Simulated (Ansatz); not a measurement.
# C2H7OSi (SMILES [CH2]C[SiH2]O) (doublet): what the fields show

Input file:

```
crystal:
  periodic: [false, false, false]
  atoms:
    - {symbol: C, position_ang: [-1.210004, 0.894774, -0.389003]}
    - {symbol: C, position_ang: [0.256964, 0.915873, -0.272182]}
    - {symbol: Si, position_ang: [0.836578, -0.682345, 0.553620]}
    - {symbol: O, position_ang: [0.339903, -2.009074, -0.289005]}
    - {symbol: H, position_ang: [-1.692781, 0.489407, -1.268800]}
    - {symbol: H, position_ang: [-1.838617, 1.198563, 0.438135]}
    - {symbol: H, position_ang: [0.613605, 1.745737, 0.349408]}
    - {symbol: H, position_ang: [0.749398, 0.984368, -1.247330]}
    - {symbol: H, position_ang: [2.318635, -0.771119, 0.581995]}
    - {symbol: H, position_ang: [0.298523, -0.694995, 1.943150]}
    - {symbol: H, position_ang: [-0.606902, -2.128087, -0.379190]}
basis:
  gaussian: {orbitals: def2-TZVPP}
magnetization: {spin_polarized: true, initial_magnetization: 1}
hamiltonian: {xc: pbe0, dispersion: d4}
output: {orbitals: {seedname: orbitals}}
```

Run with:

```sh
ansatz run in.yaml --threads 4 --pin off --events-out ev --progress --plain --max-ram 10444MiB
```

Geometry: PBE0-D4/def2-TZVP.

These are results of UKS PBE0-D4/def2-TZVPP (Ansatz), not measurements.

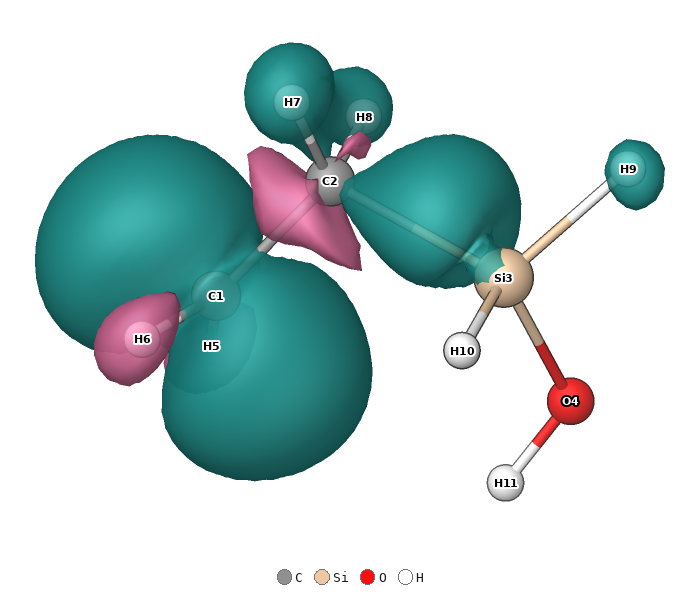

Figure 1. Isosurfaces of the spin density at +0.015 (teal) and −0.015 e/Å³ (pink), seen at a tilt.

Q: Where is the unpaired spin?

A: The unpaired spin (1 electron) lies mostly on C1 (about 0.7) and Si3 (about 0.1), in electrons by Hirshfeld's partition.

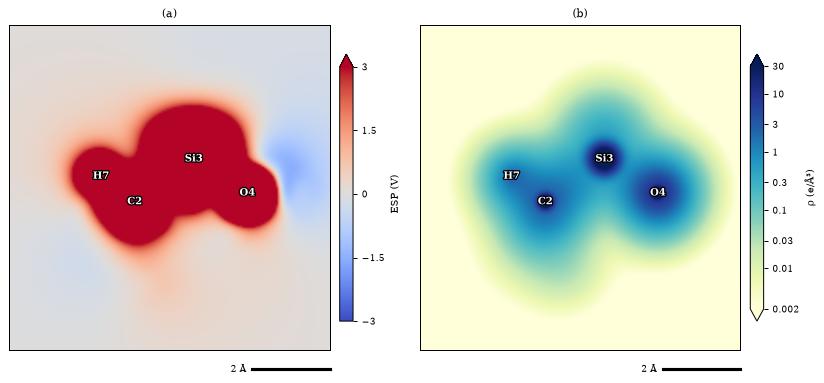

Figure 2. (a) molecular electrostatic potential; (b) electron density on the plane of atoms C2, Si3 and O4.

Q: Describe what can be read from this map.

A: The plane passes through C, Si, O and H nuclei. Si–O (1.65 Å): ρ at the midpoint is about 1.2 e/Å³. C–Si (1.89 Å): ρ is about 0.94 e/Å³ halfway. C–H (1.10 Å): ρ at the midpoint is about 1.9 e/Å³. Outside the dense part of the molecule the potential is most negative (−1.5 V) near O4.

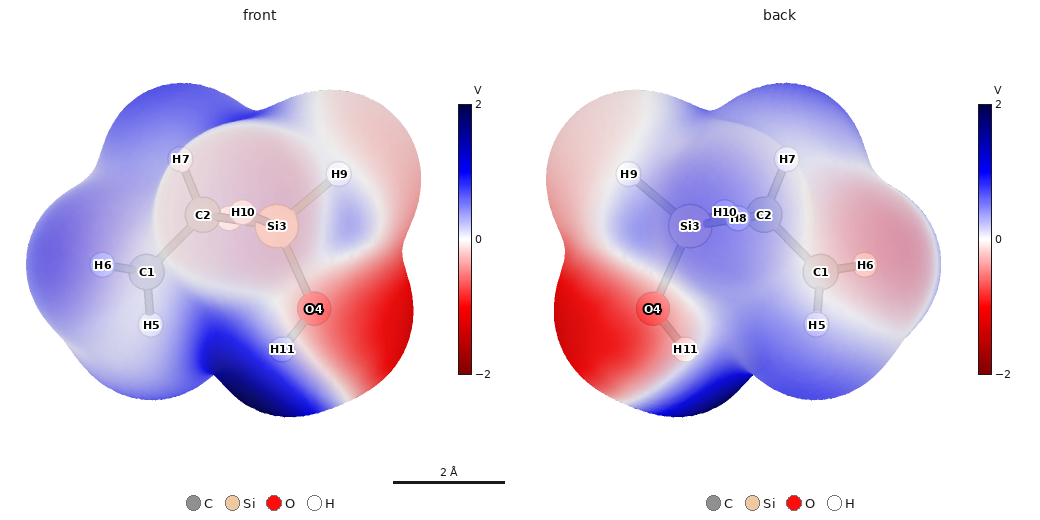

Figure 3. The molecular electrostatic potential painted on the density surface at 0.001 e/bohr³, seen from the front and from behind; the colour scale runs from red (negative) to blue (positive).

Q: Which sites attract a positive test charge, and which a negative one?

A: A positive charge is drawn to the negative regions and a negative charge to the positive ones. The most negative region (about −1.2 V, or −28 kcal/mol for a unit charge) lies over O4, the most positive (about +1.9 V, or +44 kcal/mol for a unit charge) over H11. O4 is the likeliest acceptor of a hydrogen bond.
